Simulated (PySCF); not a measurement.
**C4H5FOSi: core-level calculation**

- system: C4H5FOSi
- method: delta-SCF UKS HF, pcX-2 on the ionised atom, pcseg-1 elsewhere, spin-free X2C (PySCF 2.14.0)

The run did not end well. Figures and captions count atoms from 1; the log counts them from 0 in places.

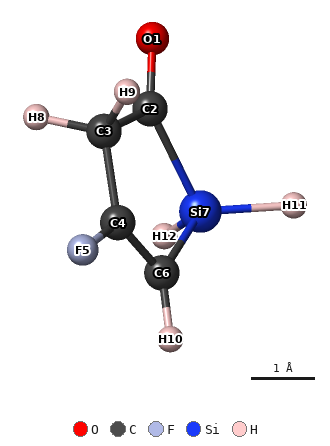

Figure 1. The structure as given in the input (ball-and-stick view, seen at a tilt; atoms are numbered from 1 in the order of the input). Bond lengths as drawn: C–C 1.34 to 1.53 Å, C–F 1.33 Å, C–H 1.09 to 1.10 Å, C–O 1.20 Å, C–Si 1.86 to 1.95 Å and H–Si 1.49 Å.

## Input
```
{"job": {"kind": "xps", "xc": "HF"}, "charge": 0, "multiplicity": 1}
O      0.088547    -2.337863     0.996401
C      0.070775    -1.224031     0.542790
C     -1.174406    -0.598601    -0.090477
C     -0.811364     0.756620    -0.602653
F     -1.802649     1.396119    -1.214266
C      0.413264     1.284862    -0.457559
Si     1.510208     0.088135     0.442619
H     -1.983391    -0.538505     0.659377
H     -1.553391    -1.247032    -0.900131
H      0.625511     2.279511    -0.855406
H      2.689666    -0.409657    -0.325293
H      1.966390     0.531263     1.793788
```

The first line tells a small driver script what to run in PySCF; the rest is the geometry in Å.

Hardware: 1 CPU thread, shared host.

Run as:
```bash
OMP_NUM_THREADS=1 python <driver script> task.json out
```

## Log
```
ground state, core basis on atom 0 (O), 158 functions
  cycle   1  E = -618.04661688  |g| = 9.10e-01
  cycle   2  E = -618.15061216  |g| = 7.62e-01
  cycle   3  E = -618.25618747  |g| = 8.95e-02
  cycle   4  E = -618.25962705  |g| = 3.60e-02
  cycle   5  E = -618.26007648  |g| = 1.21e-02
  cycle   6  E = -618.26016039  |g| = 5.79e-03
  cycle   7  E = -618.26018133  |g| = 1.89e-03
  cycle   8  E = -618.26018349  |g| = 6.07e-04
  cycle   9  E = -618.26018373  |g| = 1.25e-04
  E(ground) = -618.26018373 Eh
hole in O 1s of atom 0
  cycle   1  E = -597.67364638  |g| = 2.20e+00
[... 8 cycles left out ...]
  E(ion) = -598.51162193 Eh   <S^2> = 0.7734   hole on atom = 1.000   binding energy = 537.386 eV
ground state, core basis on atom 1 (C), 158 functions
[... 5 cycles left out ...]
  E(ground) = -618.23959198 Eh
hole in C 1s of atom 1
[... 50 cycles left out ...]
hole again with damping 0.5
[... 80 cycles left out ...]
hole again, all orbitals by overlap
[... 80 cycles left out ...]
  E(ion) = -607.44731243 Eh   <S^2> = 0.9422   hole on atom = 1.000   binding energy = 293.673 eV
ground state, core basis on atom 2 (C), 158 functions
[... 5 cycles left out ...]
  E(ground) = -618.23403062 Eh
hole in C 1s of atom 2
[... 22 cycles left out ...]
  E(ion) = -607.52000893 Eh   <S^2> = 0.8843   hole on atom = 1.000   binding energy = 291.543 eV
ground state, core basis on atom 3 (C), 158 functions
[... 5 cycles left out ...]
  E(ground) = -618.24012691 Eh
hole in C 1s of atom 3
[... 13 cycles left out ...]
  E(ion) = -607.46294122 Eh   <S^2> = 1.1111   hole on atom = 1.000   binding energy = 293.262 eV
ground state, core basis on atom 4 (F), 158 functions
[... 5 cycles left out ...]
  E(ground) = -618.28613808 Eh
hole in F 1s of atom 4
[... 18 cycles left out ...]
  E(ion) = -592.83567109 Eh   <S^2> = 0.8079   hole on atom = 1.000   binding energy = 692.542 eV
ground state, core basis on atom 5 (C), 158 functions
[... 5 cycles left out ...]
  E(ground) = -618.23433692 Eh
hole in C 1s of atom 5
[... 11 cycles left out ...]
  E(ion) = -607.57371873 Eh   <S^2> = 0.8377   hole on atom = 1.000   binding energy = 290.090 eV
ground state, core basis on atom 6 (Si), 169 functions
[... 5 cycles left out ...]
  E(ground) = -618.29885790 Eh
hole in Si 1s of atom 6
[... 11 cycles left out ...]
  E(ion) = -550.38982326 Eh   <S^2> = 0.7556   hole on atom = 1.000   binding energy = 1847.899 eV
hole in Si 2p of atom 6
[... 10 cycles left out ...]
  cycle  11  E = -614.36971182  |g| = 9.60e-04
  cycle  12  E = -614.36971886  |g| = 9.33e-04
  cycle  13  E = -614.36973416  |g| = 8.91e-04
  cycle  14  E = -614.36974869  |g| = 8.62e-04
  cycle  15  E = -614.36976146  |g| = 8.31e-04
  cycle  16  E = -614.36977132  |g| = 8.16e-04
  cycle  17  E = -614.36978785  |g| = 7.77e-04
  cycle  18  E = -614.36981839  |g| = 6.73e-04
  cycle  19  E = -614.36985122  |g| = 6.70e-04
  cycle  20  E = -614.36984617  |g| = 4.40e-04
  E(ion) = -614.36984617 Eh   <S^2> = 0.7938   hole on atom = 1.002   binding energy = 106.914 eV
  2p3/2 = 106.708 eV   2p1/2 = 107.302 eV
```

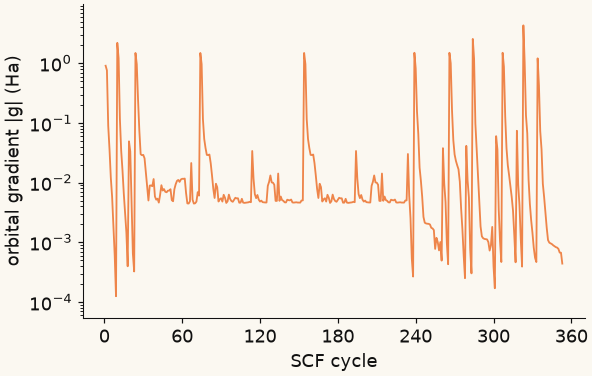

Figure 2. Convergence of the self-consistent field: orbital gradient |g| against the SCF cycle. All cycles printed in the log are drawn one after another.

## Outcome

- outcome: not converged
- wall time: 2 min
- peak memory: 0.61 GiB

## Diagnosis

The run did not converge. At least one of its steps failed, so the values that rest on that step are not results. The core-hole state is spin-contaminated. Checks after the run noted: C1s on atom 1: valence filled by overlap, may be an excited ion; C1s on atom 1: not converged or hole moved.
